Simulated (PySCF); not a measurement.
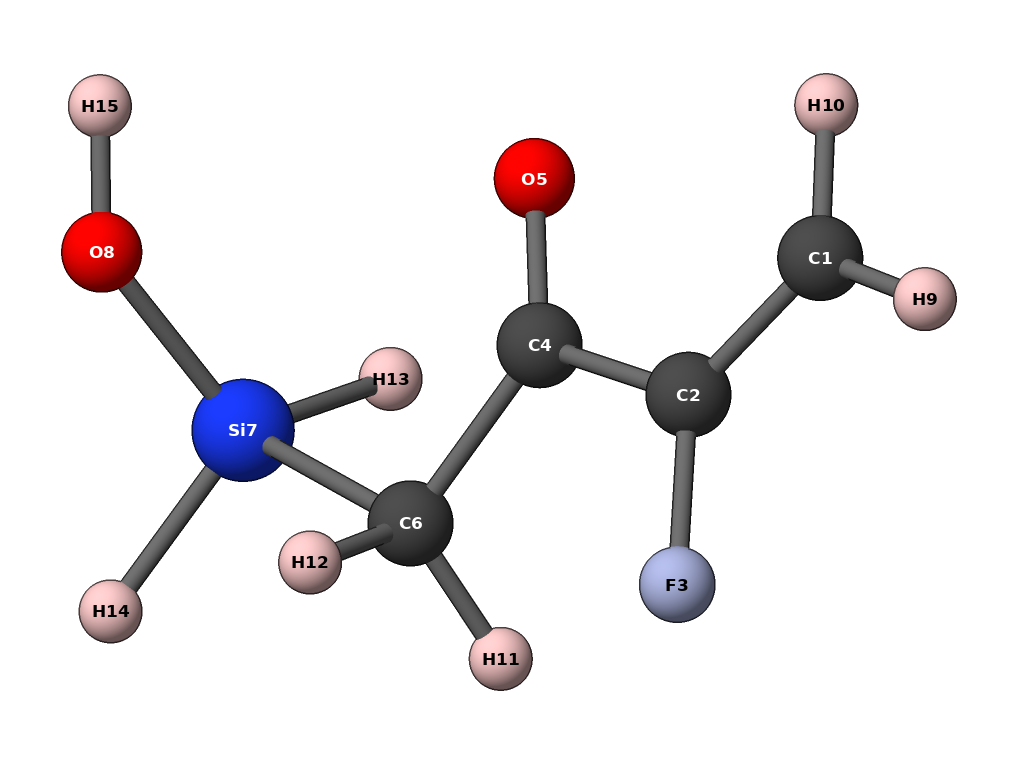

The questions are on Mulliken spin populations. Charge +1, doublet. Computed geometry: GFN2-xTB optimisation. No frequency run is at hand to confirm it as a minimum. Level of theory: UKS B3LYP, pcH-1 on C F H O Si, non-relativistic (PySCF 2.14.0).

Question: Which atom carries the largest spin population?

Answer: C6 (0.34 e).

Question: Which atom has the lowest spin population?

Answer: C4 (−0.02 e); a negative value comes from spin polarisation.

Give the Mulliken spin populations atom by atom.

```
atom  value (e)
  C1      −0.01
  C2       0.14
  F3       0.01
  C4      −0.02
  O5       0.30
  C6       0.34
 Si7       0.04
  O8       0.15
  H9       0.01
 H10       0.00
 H11      −0.01
 H12      −0.01
 H13       0.01
 H14       0.07
 H15       0.00
```

Mulliken values depend strongly on the basis set. The geometry is semi-empirical. Around Si such bond lengths and angles can be off by a tenth of an ångström or more and by several degrees, and values that hang on the shape move with them.
